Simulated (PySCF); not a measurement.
**CF3, doublet, SMILES `F[C](F)F`: what the electrons do**

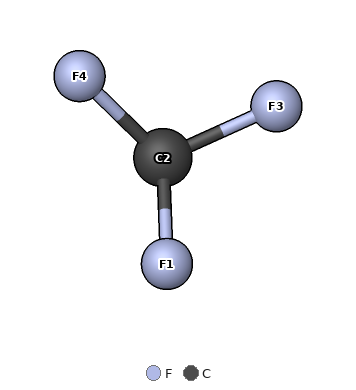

The molecule, with its atoms numbered as below. No frequency check shows the geometry to be a minimum.

Coordinates in Å:

```
F1      -0.9102   -0.8784    0.0687
C2      -0.0001    0.0000   -0.3090
F3       1.2158   -0.3491    0.0686
F4      -0.3056    1.2274    0.0687
```

### 1. Bonding charge

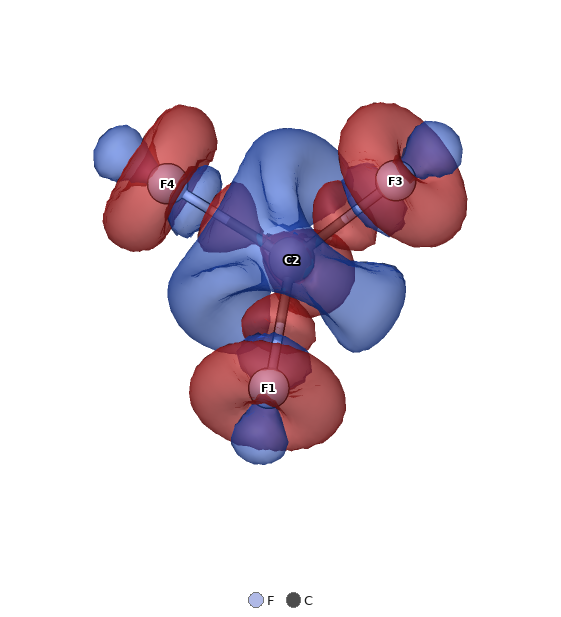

Deformation density (molecule less spherical, spin-averaged free atoms at the same positions), surfaces at ±0.07 e/Å³; red: gain, blue: loss.

Level of theory: PBE0/def2-SVP (PySCF), at a geometry from GFN2-xTB. The stability of the open-shell solution wasn't checked. GFN2-xTB doesn't know the spin state, so this open-shell geometry is rough.

How much density has each bond gained at its critical point, relative to the free atoms?

Answer. F1–C2, C2–F4 and C2–F3: +0.14 e/Å³ at the bond critical point (bond length 1.32 Å, Mayer order 1.1). In all, 0.8 electrons gather in the regions of gain relative to the promolecule. A small or negative value marks a very polar bond, one between electron-rich atoms, whose free-atom densities already overlap strongly, a long bond to a heavier atom, or a closed-shell contact such as a hydrogen bond.

### 2. Local ionisation energy

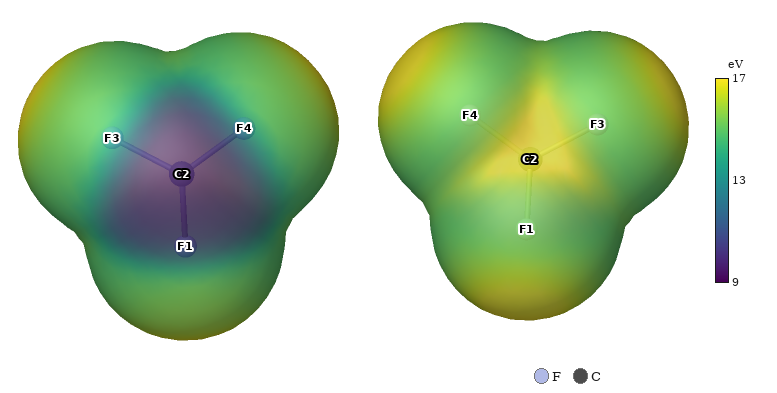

Average local ionisation energy on the surface of electron density 0.001 a.u. (back view left, front view right).

Locate the minima of the map.

Answer. The lowest value is 9.7 eV, 2.0 Å from C2. For comparison, the highest occupied orbital lies at −7.6 eV.

### 3. Spin density

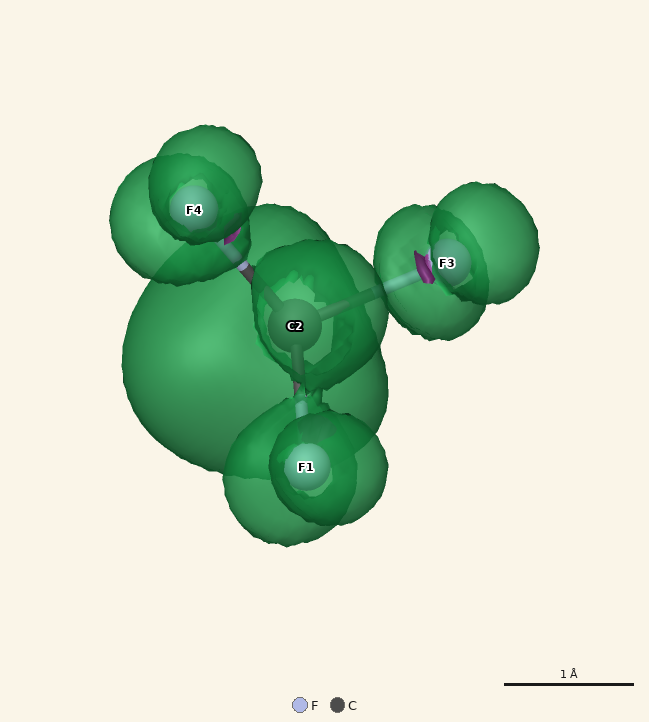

Spin density ρα − ρβ at ±0.02 e/Å³ (green: excess α, purple: excess β).

How is the spin shared among the atoms?

Answer. Hirshfeld spin populations: C2 +0.69 and F1, F3 and F4 +0.10. ⟨S²⟩ = 0.75, as for a pure state.

### 4. In an electric field

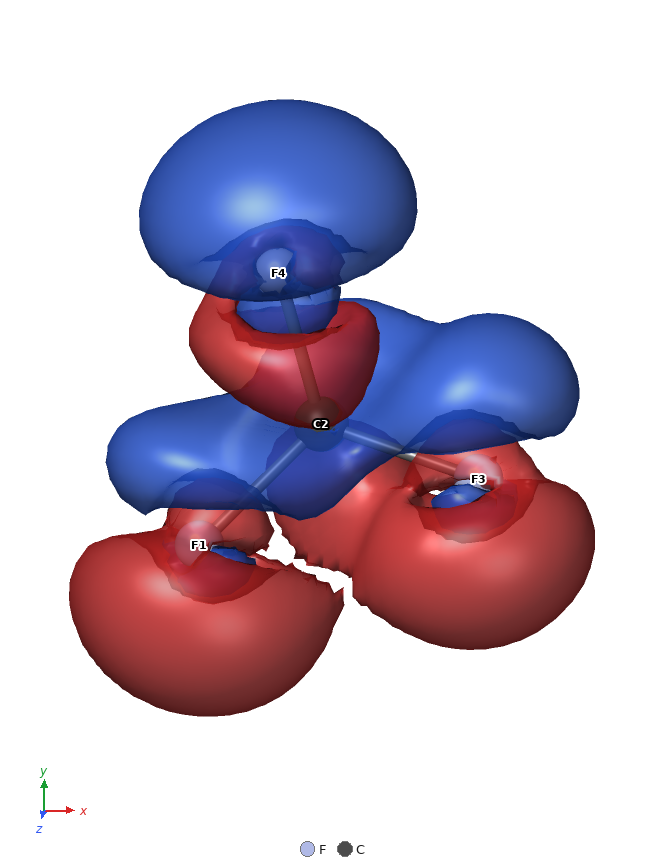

Change of the electron density in a uniform field of 0.51 V/Å, surfaces at ±0.002 e/Å³ (blue: gain, red: loss).

Computed with PySCF, ωB97X/def2-SVPD, geometry: GFN2-xTB. The stability of the open-shell solution wasn't checked. GFN2-xTB doesn't know the spin state, so this open-shell geometry is rough.

Along which Cartesian direction does the field point?

Answer. Along −y: electrons gather on the +y side, against the field.

What dipole is induced, and what polarisability does it imply?

Answer. The induced dipole is 0.47 D (along the field); α along this axis, from the fields in both directions, is 19 bohr³ (2.8 Å³).

Which atoms gain and lose the most charge?

Answer. Electrons gather most on F4 (Hirshfeld charge changes by −0.023 e) and leave F1 most (+0.017 e); 0.052 electrons are displaced in all.
